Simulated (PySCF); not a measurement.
```json
{"atom": "C", "x (Å)": "-2.0175", "y (Å)": "2.3155", "z (Å)": "0.4988"}
{"atom": "C", "x (Å)": "-1.0825", "y (Å)": "1.6610", "z (Å)": "-0.1695"}
{"atom": "Si", "x (Å)": "-0.4497", "y (Å)": "-0.0727", "z (Å)": "0.2429"}
{"atom": "N", "x (Å)": "-0.8217", "y (Å)": "-0.3105", "z (Å)": "1.9276"}
{"atom": "C", "x (Å)": "1.3762", "y (Å)": "0.0072", "z (Å)": "-0.1080"}
{"atom": "C", "x (Å)": "2.5622", "y (Å)": "0.0301", "z (Å)": "-0.3238"}
{"atom": "C", "x (Å)": "3.9836", "y (Å)": "0.0590", "z (Å)": "-0.5961"}
{"atom": "Si", "x (Å)": "-1.4185", "y (Å)": "-1.8052", "z (Å)": "-0.9313"}
{"atom": "O", "x (Å)": "-2.9811", "y (Å)": "-2.0142", "z (Å)": "-0.5124"}
{"atom": "H", "x (Å)": "-2.3665", "y (Å)": "3.2969", "z (Å)": "0.2108"}
{"atom": "H", "x (Å)": "-2.4793", "y (Å)": "1.8949", "z (Å)": "1.3777"}
{"atom": "H", "x (Å)": "-0.6545", "y (Å)": "2.1300", "z (Å)": "-1.0476"}
{"atom": "H", "x (Å)": "-0.6149", "y (Å)": "0.4389", "z (Å)": "2.5705"}
{"atom": "H", "x (Å)": "-0.5670", "y (Å)": "-1.1886", "z (Å)": "2.3524"}
{"atom": "H", "x (Å)": "4.4380", "y (Å)": "-0.8894", "z (Å)": "-0.3086"}
{"atom": "H", "x (Å)": "4.1547", "y (Å)": "0.2242", "z (Å)": "-1.6599"}
{"atom": "H", "x (Å)": "4.4576", "y (Å)": "0.8633", "z (Å)": "-0.0331"}
{"atom": "H", "x (Å)": "-0.7121", "y (Å)": "-3.0786", "z (Å)": "-0.7076"}
{"atom": "H", "x (Å)": "-1.5490", "y (Å)": "-1.5931", "z (Å)": "-2.3699"}
{"atom": "H", "x (Å)": "-3.2634", "y (Å)": "-1.9579", "z (Å)": "0.3957"}
```

Geometry: GFN2-xTB.

The calculation used PBE0/pcSseg-1, SCF density, gas phase, non-relativistic in PySCF 2.14.0.

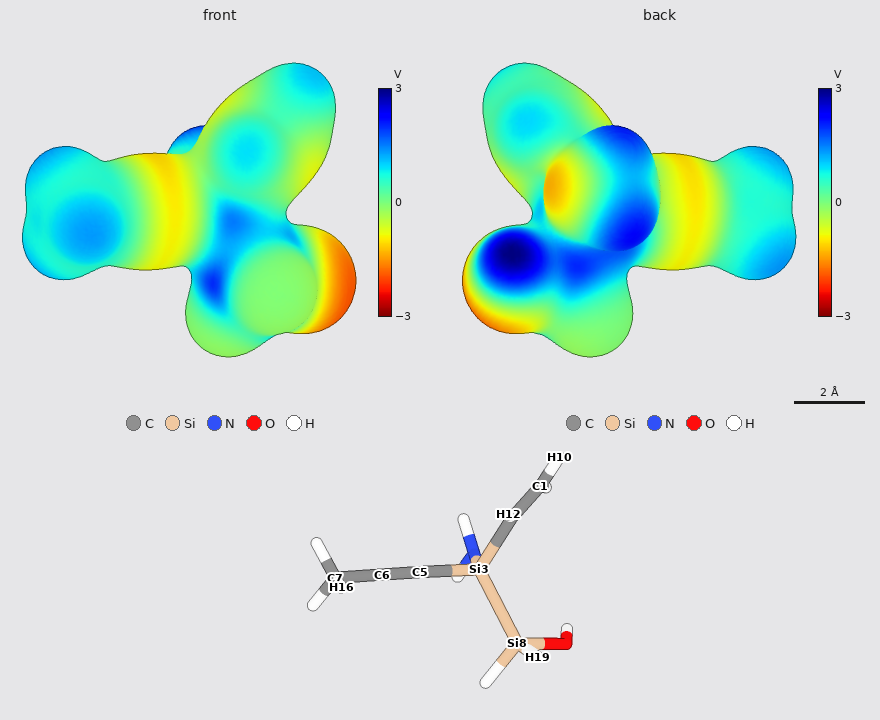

C5H11NOSi2. The electrostatic potential painted on the density surface at 0.004 e/bohr³, seen from the front and from behind; the colour scale runs from red (negative) to blue (positive). The bare structure is drawn below in the same view.

Q: Describe the electrostatic potential map.

A: The most negative region (about −1.9 V, or −44 kcal/mol for a unit charge) lies over O9, the most positive (about +2.7 V, or +62 kcal/mol for a unit charge) over H20. O9 is the likeliest acceptor of a hydrogen bond.

Q: What dipole moment does the calculation give?

A: Its dipole moment is 3.00 D.
